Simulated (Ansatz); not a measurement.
## Geometry relaxation of CH10GeOSi2 (part 1 of 2)

The run: geometry relaxation of CH10GeOSi2. Method and program: RHF/def2-SVP (Ansatz 0.2.0).

It belongs to a series of runs on one base structure; here: end point A relaxed. Figures and captions count atoms from 1; the log counts them from 0 in places.

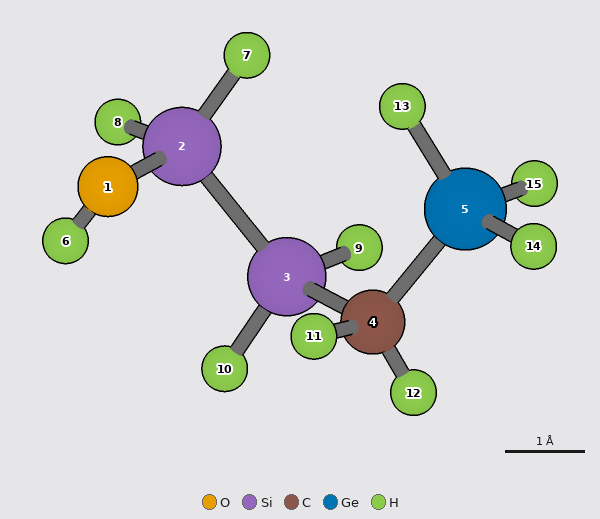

The structure as given in the input (ball-and-stick view, seen at a tilt; atoms are numbered from 1 in the order of the input). Sticks mark near contacts.

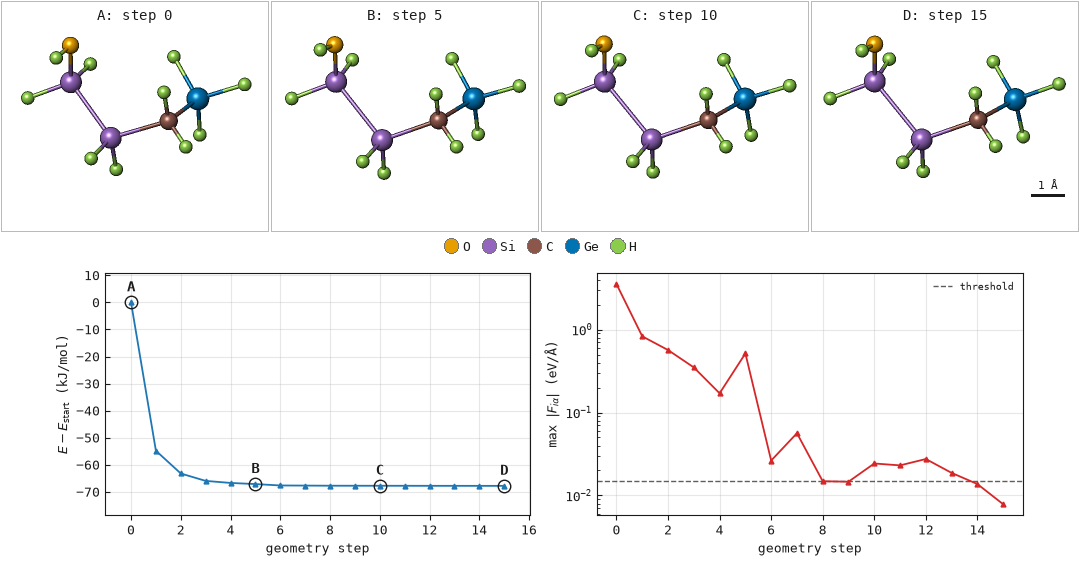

Frames of the relaxation (ball-and-stick view, seen at a tilt) above the curves, on which the letters mark them (the first geometry is step 0 here and step 1 in the log).

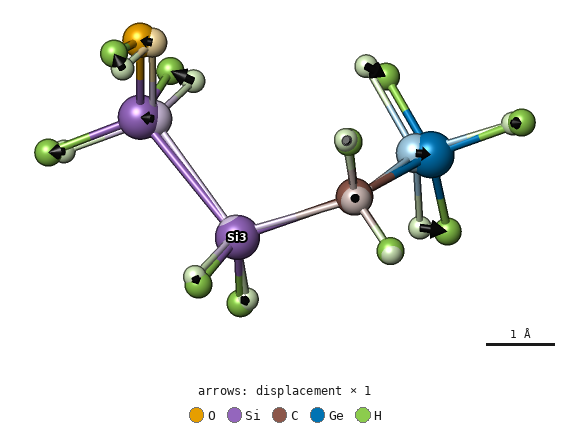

Start (faint) and end (solid) with the displacements as black arrows, at true length (ball-and-stick view, seen at a tilt). The two geometries are laid on each other by the best rigid fit. The largest move after the best rigid fit is that of H15, 0.42 Å. By element the largest moves are H 0.42 Å, Ge 0.23 Å, Si 0.20 Å, O 0.18 Å, C 0.10 Å. Distances before and after: Si2–Si3 2.205 → 2.373 Å, C4–H11 1.179 → 1.094 Å, Ge5–H13 1.609 → 1.536 Å, O1–Si2 1.708 → 1.663 Å. Among the angles that change: Si2–O1–H6 107.6° → 120.0°, Si3–C4–Ge5 108.4° → 117.7°, Ge5–C4–H12 112.8° → 107.2°. Over 15 geometry steps the energy falls by 67.8 kJ/mol. Largest force component: 3.5 eV/Å at the start, 0.0078 eV/Å at the end. (Atoms are counted from 1 in the order of the input.)

The input that produced these results follows, with the program's output.

### Input file
```yaml
crystal:
  periodic: [false, false, false]
  atoms:
    - { symbol: O, position_ang: [-2.5513, -0.7169, 0.6968] }
    - { symbol: Si, position_ang: [-1.7713, -0.4905, -0.8053] }
    - { symbol: Si, position_ang: [0.3361, -1.0902, -0.5582] }
    - { symbol: C, position_ang: [1.222, -0.1207, 0.8528] }
    - { symbol: Ge, position_ang: [1.2964, 1.7408, 0.357] }
    - { symbol: H, position_ang: [-2.5527, -1.626, 0.8782] }
    - { symbol: H, position_ang: [-1.8031, 0.9207, -1.2243] }
    - { symbol: H, position_ang: [-2.3564, -1.3175, -1.8365] }
    - { symbol: H, position_ang: [1.1153, -0.8295, -1.7475] }
    - { symbol: H, position_ang: [0.4195, -2.5243, -0.2005] }
    - { symbol: H, position_ang: [0.5148, -0.2338, 1.7895] }
    - { symbol: H, position_ang: [2.1807, -0.5277, 1.0722] }
    - { symbol: H, position_ang: [-0.1697, 2.3759, 0.1663] }
    - { symbol: H, position_ang: [1.998, 2.523, 1.5266] }
    - { symbol: H, position_ang: [2.0997, 1.8661, -0.9381] }
basis:
  gaussian: { orbitals: def2-SVP }
hamiltonian:
  xc: hf
relax:
  f_tol: 0.015
  max_steps: 40
```

Launched with:
```bash
ansatz run input.yaml --threads 2 --pin off --max-ram 3072MiB --backend cpu --events-out ev --progress --plain --runs-dir out
```

### The program's output
```
The last accepted step is kept in [file] (removed where the run ends without a failure and the disk answers)
Engine: ansatz 0.2.0, x86_64-unknown-linux-gnu
Functional definition: HF
  exchange = exact_x
  correlation = 0
1538 factors; integrals over basis functions are off by at most 5.3e-4 eV
mean field evaluation 1: about -75405.8347 eV, gradient 3.9e1 eV
mean field evaluation 2: about -75405.8720 eV, gradient 3.9e1 eV
mean field evaluation 4: about -75409.6817 eV, gradient 3.8e0 eV
mean field evaluation 8: about -75409.7415 eV, gradient 2.3e-1 eV
mean field -75409.74175368 eV, -2771.2568948888 hartree, gradient 1.8e-5 eV, S^2 0.000000; 0 other end points of the search recorded, 0 dependent functions left out
the calculation of the forces begins
reference -75409.74175368 eV, -2771.2568948888 hartree; 42, 42 occupied and 104, 104 virtual orbitals, 1538 factors
relax step   1: F+E_penalty+E_count = -75409.74175368 eV  Δ(F+E_penalty+E_count) = +0.000e0 eV  max|allowed force component| = 3.533e0 eV/Å  Δτ_max = 0.0000 Å  (32 SCF iters, accepted)
these checks for a lower state are left out or cut short: starts, cluster_reference, orbital_swaps, neighbouring_geometries, increment
1538 factors; integrals over basis functions are off by at most 5.7e-4 eV
mean field evaluation 16: about -75410.3096 eV, gradient 4.7e-4 eV
mean field -75410.30958598 eV, -2771.2777623412 hartree, gradient 1.3e-5 eV, S^2 0.000000; 0 other end points of the search recorded, 0 dependent functions left out
[... from here on the field's lines of each further geometry are left out, up to the last ...]
relax step   2: F+E_penalty+E_count = -75410.30958598 eV  Δ(F+E_penalty+E_count) = -5.678e-1 eV  max|allowed force component| = 8.282e-1 eV/Å  Δτ_max = 0.1921 Å  (31 SCF iters, accepted)
relax step   3: F+E_penalty+E_count = -75410.39664159 eV  Δ(F+E_penalty+E_count) = -8.706e-2 eV  max|allowed force component| = 5.662e-1 eV/Å  Δτ_max = 0.0785 Å  (31 SCF iters, accepted)
relax step   4: F+E_penalty+E_count = -75410.42503603 eV  Δ(F+E_penalty+E_count) = -2.839e-2 eV  max|allowed force component| = 3.495e-1 eV/Å  Δτ_max = 0.1343 Å  (29 SCF iters, accepted)
relax step   5: F+E_penalty+E_count = -75410.43285079 eV  Δ(F+E_penalty+E_count) = -7.815e-3 eV  max|allowed force component| = 1.704e-1 eV/Å  Δτ_max = 0.1107 Å  (31 SCF iters, accepted)
relax step   6: F+E_penalty+E_count = -75410.43721463 eV  Δ(F+E_penalty+E_count) = -4.364e-3 eV  max|allowed force component| = 5.152e-1 eV/Å  Δτ_max = 0.0759 Å  (30 SCF iters, accepted)
relax step   7: F+E_penalty+E_count = -75410.44252648 eV  Δ(F+E_penalty+E_count) = -5.312e-3 eV  max|allowed force component| = 2.634e-2 eV/Å  Δτ_max = 0.0374 Å  (30 SCF iters, accepted)
relax step   8: F+E_penalty+E_count = -75410.44300378 eV  Δ(F+E_penalty+E_count) = -4.773e-4 eV  max|allowed force component| = 5.628e-2 eV/Å  Δτ_max = 0.0132 Å  (25 SCF iters, accepted)
relax step   9: F+E_penalty+E_count = -75410.44346159 eV  Δ(F+E_penalty+E_count) = -4.578e-4 eV  max|allowed force component| = 1.484e-2 eV/Å  Δτ_max = 0.0340 Å  (31 SCF iters, accepted)
relax step  10: F+E_penalty+E_count = -75410.44359590 eV  Δ(F+E_penalty+E_count) = -1.343e-4 eV  max|allowed force component| = 1.465e-2 eV/Å  Δτ_max = 0.0206 Å  (32 SCF iters, accepted)
relax step  11: F+E_penalty+E_count = -75410.44366886 eV  Δ(F+E_penalty+E_count) = -7.296e-5 eV  max|allowed force component| = 2.429e-2 eV/Å  Δτ_max = 0.0176 Å  (32 SCF iters, accepted)
relax step  12: F+E_penalty+E_count = -75410.44374691 eV  Δ(F+E_penalty+E_count) = -7.805e-5 eV  max|allowed force component| = 2.305e-2 eV/Å  Δτ_max = 0.0135 Å  (24 SCF iters, accepted)
relax step  13: F+E_penalty+E_count = -75410.44388117 eV  Δ(F+E_penalty+E_count) = -1.343e-4 eV  max|allowed force component| = 2.750e-2 eV/Å  Δτ_max = 0.0481 Å  (31 SCF iters, accepted)
relax step  14: F+E_penalty+E_count = -75410.44394605 eV  Δ(F+E_penalty+E_count) = -6.488e-5 eV  max|allowed force component| = 1.871e-2 eV/Å  Δτ_max = 0.0124 Å  (25 SCF iters, accepted)
relax step  15: F+E_penalty+E_count = -75410.44401822 eV  Δ(F+E_penalty+E_count) = -7.217e-5 eV  max|allowed force component| = 1.373e-2 eV/Å  Δτ_max = 0.0059 Å  (25 SCF iters, accepted)
the calculation of the forces begins
reference -75410.44407994 eV, -2771.2827049030 hartree; 42, 42 occupied and 104, 104 virtual orbitals, 1538 factors
relax step  16: F+E_penalty+E_count = -75410.44407994 eV  Δ(F+E_penalty+E_count) = -6.172e-5 eV  max|allowed force component| = 7.843e-3 eV/Å  Δτ_max = 0.0170 Å  (25 SCF iters, accepted)
1538 factors; integrals over basis functions are off by at most 5.3e-4 eV
mean field -75410.44407994 eV, -2771.2827049030 hartree, gradient 6.0e-6 eV, S^2 0.000000; 1 other end points of the search recorded, 0 dependent functions left out
the calculation of the forces begins
reference -75410.44407994 eV, -2771.2827049030 hartree; 42, 42 occupied and 104, 104 virtual orbitals, 1538 factors
Total energy: -75410.44407994 eV, -2771.2827049030 hartree
Atom 0 at    -2.702503    -0.798691     0.626482 Å, force    -0.002291    -0.000151     0.004282 eV/Å
Atom 1 at    -1.918777    -0.625392    -0.829712 Å, force    -0.001565    -0.007723     0.005565 eV/Å
Atom 2 at     0.393528    -1.094911    -0.577754 Å, force     0.002316     0.005963    -0.004710 eV/Å
Atom 3 at     1.182453    -0.055485     0.796135 Å, force     0.000229    -0.001607     0.004127 eV/Å
Atom 4 at     1.470647     1.860595     0.444227 Å, force    -0.001537     0.000917    -0.006835 eV/Å
Atom 5 at    -2.799375    -1.654879     1.011627 Å, force     0.002350     0.003021    -0.007843 eV/Å
Atom 6 at    -2.147151     0.768271    -1.262517 Å, force    -0.002011     0.004566    -0.001125 eV/Å
Atom 7 at    -2.500421    -1.537371    -1.850094 Å, force     0.001322    -0.000335     0.001633 eV/Å
Atom 8 at     1.090867    -0.867616    -1.872421 Å, force     0.000702    -0.000551     0.001503 eV/Å
Atom 9 at     0.536561    -2.540113    -0.246577 Å, force    -0.001311    -0.001947     0.001327 eV/Å
Atom 10 at     0.561960    -0.142090     1.693157 Å, force     0.000317    -0.001297    -0.001497 eV/Å
Atom 11 at     2.155534    -0.488952     1.045228 Å, force    -0.000101    -0.001022     0.000292 eV/Å
Atom 12 at     0.141890     2.555703     0.110197 Å, force     0.004815    -0.000741     0.002166 eV/Å
Atom 13 at     2.082833     2.530446     1.683670 Å, force    -0.002308    -0.000338    -0.003149 eV/Å
Atom 14 at     2.429953     2.039885    -0.742650 Å, force    -0.000927     0.001245     0.004265 eV/Å
Dipole moment:     0.092842    -0.305862     0.120565 e Å
```

### Trajectory as extended XYZ (Å, eV, eV/Å), 16 frames, from step=1 to step=16
```
15
Properties=species:S:1:pos:R:3:forces:R:3 step=1 energy=-75409.74175
O    -2.5513   -0.7169    0.6968    0.5374   1.2313  -1.6091
Si   -1.7713   -0.4905   -0.8053   -1.8683   0.9489   0.9969
Si    0.3361   -1.0902   -0.5582    2.6199  -0.6946   1.5971
C     1.2220   -0.1207    0.8528   -3.5334  -0.5366   1.0552
Ge    1.2964    1.7408    0.3570   -0.2711   1.4489   0.8686
H    -2.5527   -1.6260    0.8782   -0.2545  -1.2046   0.6829
H    -1.8031    0.9207   -1.2243   -0.3855   0.0593   0.0875
H    -2.3564   -1.3175   -1.8365   -0.5556  -0.4130  -0.5377
H     1.1153   -0.8295   -1.7475    0.3145  -0.0471  -0.9174
H     0.4195   -2.5243   -0.2005   -0.0756  -0.2835  -0.1664
H     0.5148   -0.2338    1.7895    1.6621   0.2639  -1.7077
H     2.1807   -0.5277    1.0722    0.9007  -0.3391   0.2396
H    -0.1697    2.3759    0.1663    1.1139  -0.5189   0.0895
H     1.9980    2.5230    1.5266   -0.2162  -0.0961  -0.5671
H     2.0997    1.8661   -0.9381    0.0117   0.1812  -0.1118
15
Properties=species:S:1:pos:R:3:forces:R:3 step=2 energy=-75410.30959
O    -2.6322   -0.7122    0.6376    0.5320  -0.3658  -0.7027
Si   -1.8154   -0.5466   -0.8360   -0.8282   0.3770   0.4829
Si    0.4216   -1.1817   -0.5501    0.1397   0.5091   0.1968
C     1.1842   -0.0929    0.8384   -0.4158  -0.3830   0.4353
Ge    1.3936    1.8260    0.4671   -0.2359   0.1486  -0.5112
H    -2.6357   -1.6222    0.9049   -0.2169   0.2062   0.2791
H    -1.9849    0.8649   -1.2512    0.1344  -0.0449   0.0615
H    -2.4867   -1.3654   -1.8638   -0.0296  -0.2166  -0.1534
H     1.1284   -0.9672   -1.8348    0.1434  -0.0335  -0.0310
H     0.4590   -2.6400   -0.2482    0.1137   0.0945   0.1474
H     0.5587   -0.1895    1.7544    0.3302  -0.0036  -0.5604
H     2.1607   -0.4947    1.0866    0.3115  -0.1576   0.1347
H    -0.0070    2.3930    0.2332   -0.1319   0.1684   0.0915
H     2.0893    2.6636    1.5528    0.0071  -0.2801   0.0719
H     2.1445    2.0144   -0.8619    0.1465  -0.0184   0.0577
15
Properties=species:S:1:pos:R:3:forces:R:3 step=3 energy=-75410.39664
O    -2.6729   -0.7243    0.6248    0.3934  -0.4572  -0.5662
Si   -1.8689   -0.5676   -0.8481   -0.2441   0.3326   0.3958
Si    0.4225   -1.1287   -0.5483    0.0638  -0.0218   0.1327
C     1.2142   -0.0920    0.8477   -0.1418  -0.0991  -0.1963
Ge    1.3903    1.8290    0.4388    0.1003   0.0021  -0.0657
H    -2.7090   -1.6303    0.9069   -0.1635   0.2831   0.2044
H    -2.0106    0.8482   -1.2538   -0.0181  -0.0517  -0.0091
H    -2.5280   -1.4130   -1.8777    0.0916  -0.0519   0.0132
H     1.1658   -0.9395   -1.8243   -0.0245   0.0188   0.0379
H     0.4909   -2.5781   -0.2118    0.0318   0.0063   0.0304
H     0.6017   -0.1952    1.7481   -0.0295   0.0172  -0.0154
H     2.1981   -0.5034    1.0913    0.0085   0.0286  -0.0706
H    -0.0036    2.4287    0.2405   -0.0779   0.0662  -0.0001
H     2.1012    2.5963    1.5609    0.0192  -0.0560   0.0540
H     2.1864    2.0194   -0.8658   -0.0093  -0.0172   0.0549
15
Properties=species:S:1:pos:R:3:forces:R:3 step=4 energy=-75410.42504
O    -2.6400   -0.7786    0.5915   -0.1134   0.2443  -0.0836
Si   -1.8767   -0.5719   -0.8743    0.0324  -0.3495   0.2746
Si    0.4108   -1.1267   -0.5546   -0.0270   0.1196  -0.0705
C     1.1890   -0.0835    0.8299   -0.0831  -0.0673  -0.1004
Ge    1.4027    1.8357    0.4388    0.0255   0.0091  -0.0290
H    -2.6916   -1.6066    1.0379    0.0541  -0.0953  -0.0960
H    -2.0640    0.8330   -1.2583   -0.0337   0.1595  -0.0151
H    -2.4917   -1.4219   -1.9298    0.0399  -0.0025   0.0418
H     1.1546   -0.9348   -1.8262    0.0610  -0.0159  -0.0150
H     0.4878   -2.5691   -0.2030    0.0059  -0.0463   0.0265
H     0.5682   -0.1801    1.7253   -0.0015   0.0156   0.0058
H     2.1666   -0.5064    1.0758    0.0367   0.0380  -0.0029
H     0.0218    2.4744    0.2329    0.0032   0.0251   0.0060
H     2.1162    2.5573    1.5904    0.0049  -0.0244   0.0288
H     2.2242    2.0285   -0.8474   -0.0047  -0.0101   0.0290
```
